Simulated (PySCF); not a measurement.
Cl6HHf2N

```xyz
10

Hf    0.0178    1.5427   -0.6292
Cl   -0.3709    2.8136    1.2999
Cl    2.1479    1.7075   -1.6035
Cl   -1.5137    2.2974   -2.2116
N    -0.6326   -0.3920   -0.4286
Hf    0.2471   -1.6310    0.8551
Cl   -1.3366   -2.3384    2.4222
Cl    1.2132   -3.4419   -0.2656
Cl    1.7969   -0.0096    1.5749
H    -1.4445   -0.6252   -1.0092
```

Geometry: PBE0-D3(BJ)/def2-SVP; core potentials replace the inner electrons of Hf.

Method: CAM-B3LYP/def2-SVPD, SCF density, gas phase, scalar-relativistic core potentials on the heavy atoms (PySCF 2.14.0).

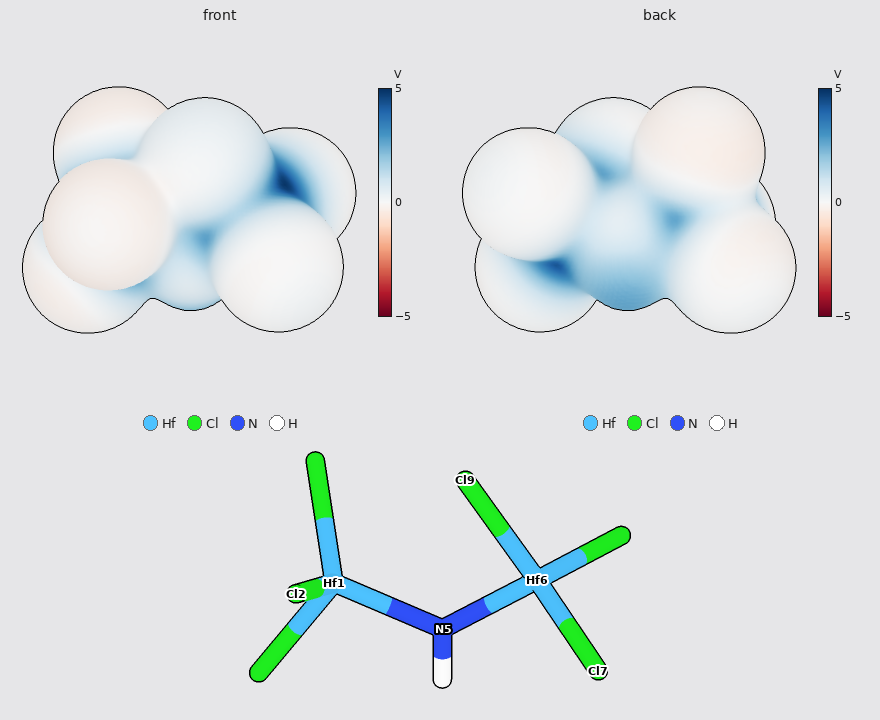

Figure 1. The molecular electrostatic potential painted on the density surface at 0.002 e/bohr³, seen from the front and from behind; the colour scale runs from red (negative) to blue (positive). The bare structure is drawn below in the same view.

Question: Describe the electrostatic potential map.

Answer: The most negative region (about −0.3 V) lies over Cl2 and Cl3, the most positive (about +4.1 V) over Hf6.

Question: How polar is the molecule by this calculation?

Answer: Its dipole moment is 1.69 D.

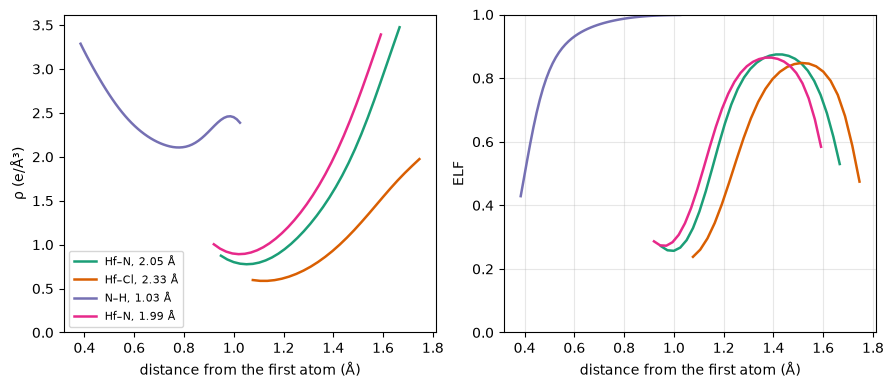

Figure 2. Electron density and electron localisation function along straight lines between neighbouring atoms. The curves leave out the atomic cores.

Question: What can be read from the curves?

Answer: Hf–N (2.05 Å): ρ is about 0.78 e/Å³ halfway; the ELF peaks at about 0.85 in the valence shell of N, 0.6 Å from its nucleus, and drops to about 0.25 between the two atoms.
Hf–Cl (2.33 Å): ρ at the midpoint is about 0.6 e/Å³; the ELF peaks at about 0.85 in the valence shell of Cl, 0.8 Å from its nucleus, and is about 0.35 at the midpoint.
N–H (1.03 Å): ρ at the midpoint is about 2.7 e/Å³; the ELF climbs to about 1 towards the hydrogen, as it does in any bond to H: a covalent bond by its length.
Hf–N (1.99 Å): ρ at the midpoint is about 0.9 e/Å³; the ELF peaks at about 0.85 in the valence shell of N, 0.6 Å from its nucleus, and drops to about 0.25 between the two atoms.
